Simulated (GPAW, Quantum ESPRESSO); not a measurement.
The B K edge of atom 2 in MgB2 (P6/mmm), with 3 B at 1.78 Å (trigonal planar, site symmetry -6m2), was computed in 2 ways: excited-electron core hole (neutral cell) and no core hole. Program and functional: Quantum ESPRESSO XSpectra, PBE, Lorentzian half width 0.3 eV up to 4 eV, rising linearly to 2.5 eV at 25 eV; cells of 3 and 18 atoms (the run without a hole in the smaller).

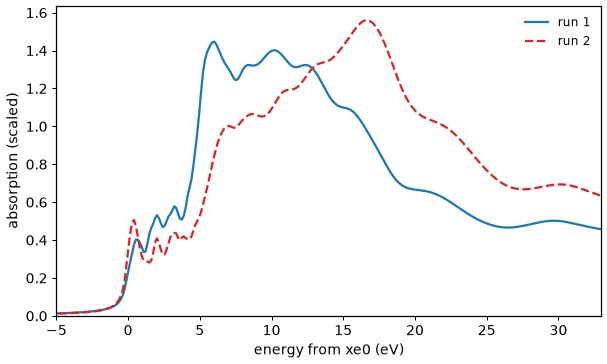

Each run is counted from its own lowest empty level or Fermi level and scaled to a mean of 1 over its first 20 eV.

Q: Which run is which?

Run 1: excited-electron core hole (neutral cell) (area from −2 to 6 eV 4.1, main maxima 0.5 eV (0.40), 2.0 eV (0.53), 3.2 eV (0.58), 6.0 eV (1.45) and 10.2 eV (1.40)). Run 2: no core hole (area from −2 to 6 eV 2.8, main maxima 0.4 eV (0.51), 2.0 eV (0.41), 3.2 eV (0.44) and 16.7 eV (1.56)). With each curve scaled to its own mean, the area from −2 to 6 eV with the hole is 4.1 against 2.8, and the centre of weight from −1 to 20 eV moves by -1.5 eV: the hole pulls the absorber's empty states down.

[Hosts, paths, dates, database ids (printed as entryN), source tags and the programs' standing remarks are cut or masked in the printed files.]

[Lists of maxima count a maximum above −3 eV only where it reaches 4 % of the highest in the window and stands out from its surroundings by 2 % of it (1.5 % where it reaches 55 %); shoulders and weaker maxima are passed over, and of the rest the first, up to two pre-edge ones and the few strongest are named.]
